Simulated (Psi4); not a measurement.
# UEDF1/aug-cc-pV(D+d)Z (DKH2, density fitting) run of NH2 (SMILES [NH2])

Aim: the energy change on altering one bond length of NH2 at UEDF1/aug-cc-pV(D+d)Z (DKH2, density fitting), from 2 runs. 

The results are computed with Psi4 1.11.

3 further runs of the same task are left out: 2 that didn't finish, 1 set aside as unsound or not needed.

## Step 1: The system as given

The species is NH2 (3 atoms), meant as a doublet with charge 0. SMILES: `[NH2]`. The shape is that of a GFN2-xTB optimisation.

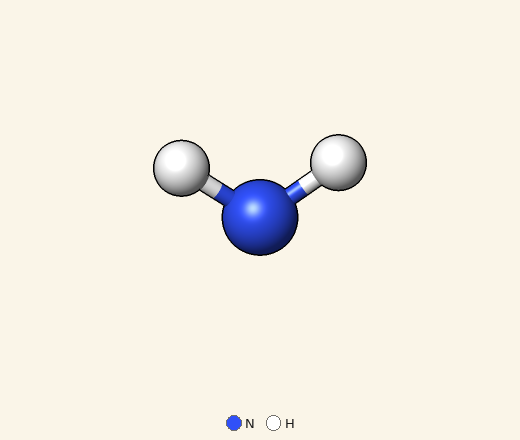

Viewed from a chosen angle; nitrogen blue, hydrogen white.

## Step 2: Energy and one-electron properties at UEDF1/aug-cc-pV(D+d)Z (DKH2, density fitting)

input.json

```json
{
 "schema_name": "qcschema_input",
 "schema_version": 1,
 "molecule": {
  "schema_name": "qcschema_molecule",
  "schema_version": 2,
  "symbols": ["N", "H", "H"],
  "geometry": [0.58048607, -0.344327, 0.28618012, 0.29400359, 1.55006675, 0.33030523, -0.87448966, -1.20572086, -0.61646646],
  "molecular_charge": 0,
  "molecular_multiplicity": 2
 },
 "driver": "energy",
 "model": {
  "method": "edf1",
  "basis": "aug-cc-pV(D+d)Z"
 },
 "keywords": {
  "reference": "uks",
  "scf_type": "df",
  "relativistic": "dkh",
  "dkh_order": 2,
  "scf_properties": ["MAYER_INDICES", "MULTIPOLE(3)"]
 }
}
```

Run with:

```bash
$ psi4 --qcschema input.json -n 1 --memory 1600MB
```

stdout:

```text
[...]
  Running in cs symmetry.
[...]
  Nuclear repulsion =    7.623248643408305
[...]
  Multiplicity = 2
[...]
  Nalpha       = 5
  Nbeta        = 4
[...]
    Number of basis functions: 41
[...]
   @DF-UKS iter   1:   -55.75847170351213   -2.58222e-01   1.81971e-02 ADIIS/DIIS
[...]
   @DF-UKS iter   8:   -55.92307271753503   -1.69329e-09   1.45750e-07 DIIS
[...]
   @S^2 Observed:                7.533059065E-01
[...]
    Orbital Energies [Eh]
    ---------------------
    Alpha Occupied:
       1Ap   -14.060417     2Ap    -0.785918     3Ap    -0.443858
       4Ap    -0.276654     1App   -0.270638
    Alpha Virtual:
       5Ap    -0.025492     6Ap     0.014199     7Ap     0.081656
       2App    0.083716     8Ap     0.103930     9Ap     0.133850
      10Ap     0.146881    11Ap     0.175237     3App    0.244754
      12Ap     0.264105     4App    0.290304    13Ap     0.404295
      14Ap     0.449643    15Ap     0.483541    16Ap     0.511589
      17Ap     0.538322     5App    0.595822    18Ap     0.651035
       6App    0.681777    19Ap     0.880537     7App    0.920079
[...]
  @DF-UKS Final Energy:   -55.92307271753503
   => Energetics <=
    Nuclear Repulsion Energy =              7.6232486434083047
    One-Electron Energy =                 -90.3234473885272848
    Two-Electron Energy =                  34.3838625717660307
    DFT Exchange-Correlation Energy =      -7.6067365441820778
    Empirical Dispersion Energy =           0.0000000000000000
    VV10 Nonlocal Energy =                  0.0000000000000000
    Total Energy =                        -55.9230727175350282
[...]
 Multipole Moments:
 ------------------------------------------------------------------------------------
     Multipole            Electronic (a.u.)      Nuclear  (a.u.)        Total (a.u.)
 ------------------------------------------------------------------------------------
 L = 1.  Multiply by 2.5417464519 to convert [e a0] to [Debye]
 Dipole X            :          0.2668895           -0.8411302           -0.5742407
 Dipole Y            :         -0.1427293            0.4500467            0.3073174
 Dipole Z            :          0.0000000            0.0000000            0.0000000
 Magnitude           :                                                    0.6513036
[...]
```

The result, in JSON:

```text
{
 "driver": "energy",
 "model": {
  "method": "edf1",
  "basis": "aug-cc-pV(D+d)Z"
 },
 "success": true,
 "return_result": -55.92307271753503,
 "properties": {
  "calcinfo_nbasis": 41,
  "calcinfo_nmo": 41,
  "calcinfo_nalpha": 5,
  "calcinfo_nbeta": 4,
  "calcinfo_natom": 3,
  "nuclear_repulsion_energy": 7.623248643408305,
  "return_energy": -55.92307271753503,
  "scf_one_electron_energy": -90.32344738852728,
  "scf_two_electron_energy": 34.38386257176603,
  "scf_xc_energy": -7.606736544182078,
  "scf_dipole_moment": [-0.5742407194574591, 0.30731743376651327, 0.0],
  "scf_total_energy": -55.92307271753503,
  "scf_iterations": 8
 }
}
```

Wall time 6.3 s (1 thread of Intel Xeon Platinum 8259CL at 2.50GHz (Skylake/Cascade Lake), shared host); peak memory 0.29 GiB.

## Step 3: The distorted shape at the same level

h2n.py

```python
import psi4

psi4.set_memory(1600000000)
psi4.set_num_threads(1)
psi4.core.set_output_file('output.dat', False)

geom = psi4.geometry("""
0 2
N      0.337505    -0.382739     0.146769
H      0.155580     0.820260     0.174790
H     -0.432435    -0.838569    -0.330891
""")

psi4.set_options(dict(basis='aug-cc-pV(D+d)Z', reference='uks', scf_type='df', relativistic='dkh', dkh_order=2))

e_tot, wfn = psi4.energy('edf1', return_wfn=True)
psi4.oeprop(wfn, 'MAYER_INDICES', 'MULTIPOLE(3)')
print('E =', round(e_tot, 9))
for k, v in sorted(psi4.core.scalar_variables().items()):
    print(f'{k:45s} {v:18.10f}')
```

Run with:

```bash
$ python h2n.py
```

output.dat:

```text
[...]
  Running in cs symmetry.
[...]
  Nuclear repulsion =    6.984848239979040
[...]
  Multiplicity = 2
[...]
  Nalpha       = 5
  Nbeta        = 4
[...]
    Number of basis functions: 41
[...]
   @DF-UKS iter   1:   -55.74069534172138   -2.84398e-01   1.78543e-02 ADIIS/DIIS
[...]
   @DF-UKS iter   9:   -55.90652642807584   -4.24357e-09   2.87101e-07 DIIS
[...]
   @S^2 Observed:                7.546149710E-01
[...]
    Orbital Energies [Eh]
    ---------------------
    Alpha Occupied:
       1Ap   -14.077031     2Ap    -0.762669     3Ap    -0.416324
       4Ap    -0.277140     1App   -0.268812
    Alpha Virtual:
       5Ap    -0.038605     6Ap     0.008210     7Ap     0.065956
       2App    0.084202     8Ap     0.087403     9Ap     0.120103
      10Ap     0.139039    11Ap     0.168724     3App    0.236611
      12Ap     0.253383     4App    0.283295    13Ap     0.389213
      14Ap     0.408183    15Ap     0.467882    16Ap     0.515336
      17Ap     0.544902     5App    0.599041    18Ap     0.647479
       6App    0.667823    19Ap     0.831457     7App    0.893696
[...]
  @DF-UKS Final Energy:   -55.90652642807584
   => Energetics <=
    Nuclear Repulsion Energy =              6.9848482399790397
    One-Electron Energy =                 -89.1319101994056666
    Two-Electron Energy =                  33.7760865223598969
    DFT Exchange-Correlation Energy =      -7.5355509910091136
    Empirical Dispersion Energy =           0.0000000000000000
    VV10 Nonlocal Energy =                  0.0000000000000000
    Total Energy =                        -55.9065264280758356
[...]
 Multipole Moments:
 ------------------------------------------------------------------------------------
     Multipole            Electronic (a.u.)      Nuclear  (a.u.)        Total (a.u.)
 ------------------------------------------------------------------------------------
 L = 1.  Multiply by 2.5417464519 to convert [e a0] to [Debye]
 Dipole X            :          0.3134046           -0.8609857           -0.5475811
 Dipole Y            :         -0.3379429            0.6151416            0.2771987
 Dipole Z            :          0.0000000            0.0000000            0.0000000
 Magnitude           :                                                    0.6137460
 L = 2.  Multiply by 1.3450342976 to convert [e a0^2] to [Debye ang]
 Quadrupole XX       :         -8.2441947            2.6451883           -5.5990065
 Quadrupole XY       :         -0.3688477            1.1066230            0.7377753
[...]
```

Standard output:

```text
E = -55.906526428
CURRENT ENERGY                                    -55.9065264281
CURRENT REFERENCE ENERGY                          -55.9065264281
DD SOLVATION ENERGY                                 0.0000000000
DFT FUNCTIONAL TOTAL ENERGY                       -55.9065264281
DFT TOTAL ENERGY                                  -55.9065264281
DFT VV10 ENERGY                                     0.0000000000
DFT XC ENERGY                                      -7.5355509910
GRID ELECTRONS ALPHA                                5.0000001470
GRID ELECTRONS BETA                                 4.0000002028
GRID ELECTRONS TOTAL                                9.0000003498
NUCLEAR REPULSION ENERGY                            6.9848482400
ONE-ELECTRON ENERGY                               -89.1319101994
PCM POLARIZATION ENERGY                             0.0000000000
PE ENERGY                                           0.0000000000
SCF ITERATION ENERGY                              -55.9065264281
SCF ITERATIONS                                      9.0000000000
SCF TOTAL ENERGY                                  -55.9065264281
TWO-ELECTRON ENERGY                                33.7760865224
XC GRID RADIAL POINTS                              75.0000000000
XC GRID SPHERICAL POINTS                          302.0000000000
XC GRID TOTAL POINTS                            66808.0000000000
```

Wall time 5.4 s (1 thread of Intel Xeon Platinum 8259CL at 2.50GHz (Skylake/Cascade Lake), shared host); peak memory 0.28 GiB.

## Step 4: Summary of results

Level: UEDF1/aug-cc-pV(D+d)Z (DKH2, density fitting).

| quantity | value |
| --- | --- |
| first shape: total energy | -55.92307 Eh |
| first shape: dipole moment | 1.66 D |
| first shape: HOMO energy (highest over α and β) | -6.86 eV |
| first shape: LUMO energy (lowest over α and β) | -4.50 eV |
| first shape: ⟨S²⟩ | 0.753 |
| distorted shape: total energy | -55.90653 Eh |
| distorted shape: dipole moment | 1.56 D |
| distorted shape: HOMO energy (highest over α and β) | -6.90 eV |
| distorted shape: LUMO energy (lowest over α and β) | -4.43 eV |
| distorted shape: ⟨S²⟩ | 0.755 |
| energy change with the N1–H2 bond stretched from 1.014 to 1.217 Å | 0.450 eV |

What this shows: With the N1–H2 bond stretched from 1.014 to 1.217 Å the energy rises by 0.45 eV (43.4 kJ/mol). The first shape isn't relaxed at this level, so the change isn't measured from a minimum.
